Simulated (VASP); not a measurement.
Band structure of BaTiO3 (space group Pm-3m). These are LDA (Ceperley-Alder, Perdew-Zunger) with spin-orbit coupling, VASP's LDA PAW potentials (set 64) (plane waves; VASP) values and carry that method's errors.

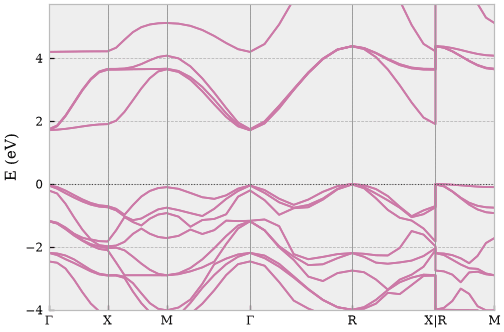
Figure: Bands along high-symmetry lines, zero at the valence-band maximum or, without a gap, the Fermi level

Read the plot: is there a gap, and where are the band edges?

The gap is indirect, 1.71 eV, from the valence maximum at R to the conduction minimum at Γ.

The structure comes from a computed database's BaTiO3 entry (Pm-3m); how it stands against other phases isn't given here. It was relaxed first.
